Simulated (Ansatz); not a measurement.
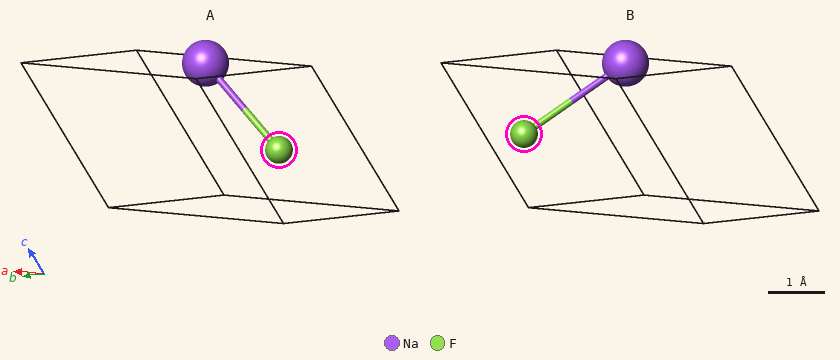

The two relaxed end points of a path for a 2-atom cell of NaF (set up in Fm-3m). A ball-and-stick model of the reduced simulation cell (origin moved), seen from a free direction. The moving atom is ringed, with any periodic copies. Lengths and directions refer to the drawn axes. Bonds to atoms that aren't drawn are left out.

Method: Ansatz 0.2.0, DFT, PBE, all-electron LAPW, scalar-relativistic.

The input:
```yaml
crystal:
  lattice:
    - [0.0, 2.2858943317, 2.2858943317]
    - [2.2858943317, 0.0, 2.2858943317]
    - [2.2858943317, 2.2858943317, 0.0]
  atoms:
    - { symbol: Na, position: [0.0, 0.0, 0.0] }
    - { symbol: F, position: [0.5, 0.5, 0.5] }
kpoints:
  mp_grid: { grid: [8, 8, 8] }
scf:
  occupations: { method: fermi_dirac, width: 0.02 }
hamiltonian:
  xc: pbe
  pseudopotentials: { kind: all_electron, lapw: { basis_error: 0.001 } }
output:
  forces: true
neb:
  images: 3
  f_tol: 0.05
  max_iterations: 40
  relax_end_points: true
  final_atoms:
    - { symbol: Na, position: [0.0, 0.0, 0.0] }
    - { symbol: F, position: [1.5, 0.5, 0.5] }
```

Launched with:
```bash
ansatz run input.yaml --threads 4 --pin off --max-ram 4096MiB --backend cpu --events-out ev --progress --plain --runs-dir out
```

Question: Predict the minimum-energy path and its barrier.

Answer: The two ends have the same energy, and the highest point, image 1, lies 1.26 eV above the start. The F atom travels furthest, 3.23 Å from end to end, along +a, on a path that bends up to 0.56 Å away from the straight line. At the highest image its nearest neighbour (Na) is 1.87 Å away, against 2.29 Å at the start, and the surrounding atoms stand up to 0.40 Å off the mean of their end positions. The band converged in 14 iterations, with a climbing image at the top.

Energies of the converged images:

| image | path (Å) | E (eV) |
| --- | --- | --- |
| 0 | 0.00 | 0.000 |
| 1 | 0.92 | 1.256 |
| 2 | 1.55 | 1.036 |
| 3 | 2.17 | 0.906 |
| 4 | 2.80 | 0.000 |

The geometry at the top of the path:

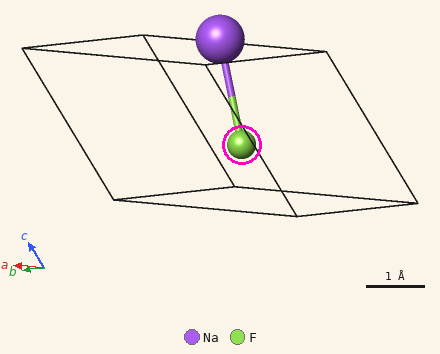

Cost: 68 min on 4 threads of Arm Neoverse N1, on a shared host, peak memory 4.2 GiB.
